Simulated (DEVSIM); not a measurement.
System: abrupt GaAs p-n junction, at 300 K.

```csv
layer (left to right),material,thickness (μm),Nd (cm⁻³),Na (cm⁻³),τn (s),τp (s)
1,GaAs,17.0,-,6.9e16,6e-8,6e-8
2,GaAs,2.50,1.5e17,-,6e-8,1.8e-9
```

Left contact: ohmic. Right contact: ohmic. Voltage is applied to the left contact. Recombination: SRH at mid-gap. Mobility is constant in doping.

The device is made up for the run: typed textbook-type constants, with dimensions and the other settings drawn at random. Values at 300 K.

| parameter | GaAs |
|---|---|
| gap (eV) | 1.424 |
| affinity (eV) | 4.07 |
| permittivity | 12.9 |
| Nc (cm⁻³) | 4.7e17 |
| Nv (cm⁻³) | 9e18 |
| μn (cm²/Vs) | 8500 |
| μp (cm²/Vs) | 400 |

DEVSIM, 1D drift-diffusion, Boltzmann statistics, complete ionisation; no tunnelling, impact ionisation, image-force lowering or self-heating.

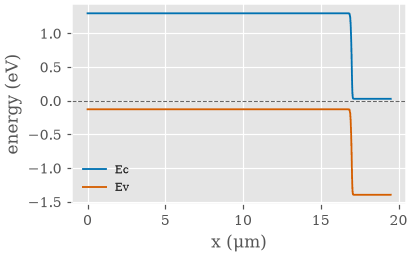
Figure: Band edges at zero bias

Energies count from the Fermi level of the right contact; mesh points crowd at the junctions.

```
x (μm)   Ec (eV)  Ev (eV)  n (cm⁻³)  p (cm⁻³)  field (V/cm)
-------  -------  -------  --------  --------  ------------
0.000      1.298   -0.126     < 1e2    6.9e16           ≈ 0
0.03252    1.298   -0.126     < 1e2    6.9e16           ≈ 0
0.1090     1.298   -0.126     < 1e2    6.9e16           ≈ 0
0.3017     1.298   -0.126     < 1e2    6.9e16           ≈ 0
0.9941     1.298   -0.126     < 1e2    6.9e16           ≈ 0
2.370      1.298   -0.126     < 1e2    6.9e16           ≈ 0
5.603      1.298   -0.126     < 1e2    6.9e16           ≈ 0
12.93      1.298   -0.126     < 1e2    6.9e16           ≈ 0
15.28      1.298   -0.126     < 1e2    6.9e16           ≈ 0
16.28      1.298   -0.126     < 1e2    6.9e16           ≈ 0
16.71      1.298   -0.126     < 1e2    6.9e16           ≈ 0
16.93      1.106   -0.318     < 1e2    4.2e13        -57000
16.98      0.641   -0.783   8000000    630000       -110000
17.01      0.344   -1.080    7.9e11     < 1e2       -110000
17.07      0.034   -1.390    1.3e17     < 1e2         -4000
17.21      0.030   -1.395    1.5e17     < 1e2           ≈ 0
17.53      0.030   -1.395    1.5e17     < 1e2           ≈ 0
18.25      0.030   -1.395    1.5e17     < 1e2           ≈ 0
19.11      0.030   -1.395    1.5e17     < 1e2           ≈ 0
19.34      0.030   -1.395    1.5e17     < 1e2           ≈ 0
19.45      0.030   -1.395    1.5e17     < 1e2           ≈ 0
19.50      0.030   -1.395    1.5e17     < 1e2           ≈ 0
```
